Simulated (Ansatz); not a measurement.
**ClF3Si···Cl (doublet): density, localisation and related maps**

The calculation's input:

```
crystal:
  periodic: [false, false, false]
  atoms:
    - { symbol: Si, position_ang: [0.024095, 0.040931, -0.095931] }
    - { symbol: F, position_ang: [0.012363, 0.020907, 1.509362] }
    - { symbol: Cl, position_ang: [1.948083, 0.001191, -0.752505] }
    - { symbol: Cl, position_ang: [-0.972242, 1.687206, -0.752711] }
    - { symbol: F, position_ang: [-0.744433, -1.290126, -0.584449] }
    - { symbol: F, position_ang: [-0.011366, -0.019409, 3.848133] }
magnetization:
  spin_polarized: true
  initial_magnetization: 1
basis:
  gaussian: { orbitals: def2-SVP }
hamiltonian:
  xc: pbe
  dispersion: d4
relax:
  f_tol: 0.03
  max_steps: 50
output:
  orbitals: {}
```

Launched as:

```sh
ansatz run input.yaml --threads 4 --pin off --max-ram 5120MiB --backend cpu --events-out ev --progress --plain --runs-dir out
```

The fields are those of the run's last geometry, not of the input's.

These are results of Ansatz, UKS PBE-D4/def2-SVP, not measurements.

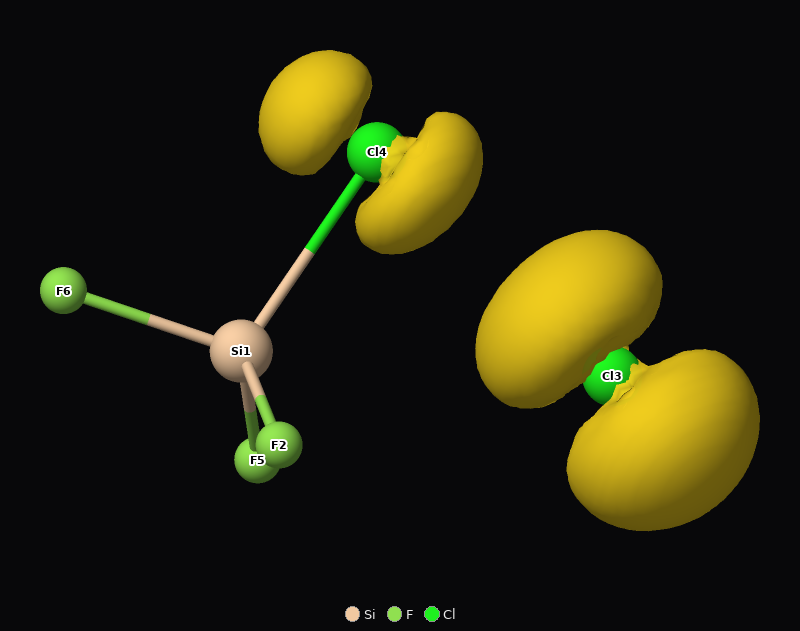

Figure 1. Isosurface of the spin density at +0.04 e/Å³ (yellow), seen across its widest extent.

Q: Describe the spin distribution.

A: The unpaired spin (1 electron) lies mostly on Cl3 (about 0.8) and Cl4 (about 0.2), in electrons by Hirshfeld's partition.

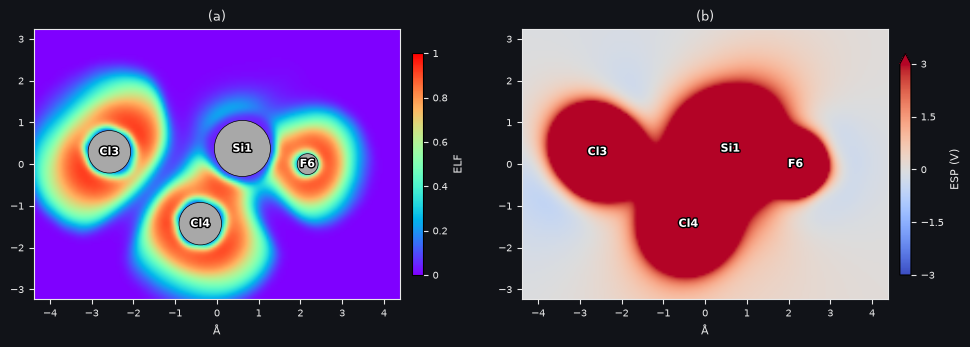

Figure 2. (a) electron localisation function; (b) molecular electrostatic potential on the plane of atoms Cl4, Si1 and F6. Grey discs cover the atomic cores in the ELF map.

Q: What does the map show?

A: The plane passes through Si, Cl and F nuclei. Cl3···Cl4 (2.78 Å): the ELF dips to about 0.15 between them. Si–F (1.61 Å): the ELF peaks at about 0.85 in the valence shell of F, 0.6 Å from its nucleus, and is about 0.40 at the midpoint. Si–Cl (2.06 Å): the ELF peaks at about 0.90 between the atoms: a polar covalent bond. The ELF also peaks beside Cl4 and F6, away from the bonds: non-bonding electrons, paired or unpaired. Outside the dense part of the complex the potential is most negative (−0.6 V) near Cl3.

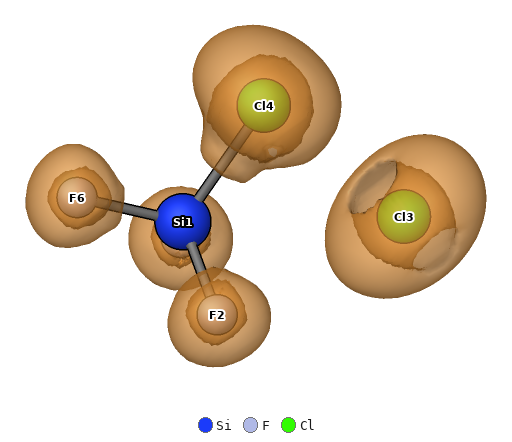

Figure 3. Isosurface of the electron localisation function at 0.8 (orange), seen at a tilt. Core shells and regions of very low density are left out.

Q: Describe the localisation domains.

A: At this value the surface marks out one region on Cl in which the atom's valence shell and bonds are merged, one region wrapped around Cl (its valence shell) and three regions wrapped around F (the valence shell of each). Profiles from the grid: Si–F (1.60 Å): the ELF peaks at about 0.85 in the valence shell of F, 0.6 Å from its nucleus, and is about 0.40 at the midpoint.
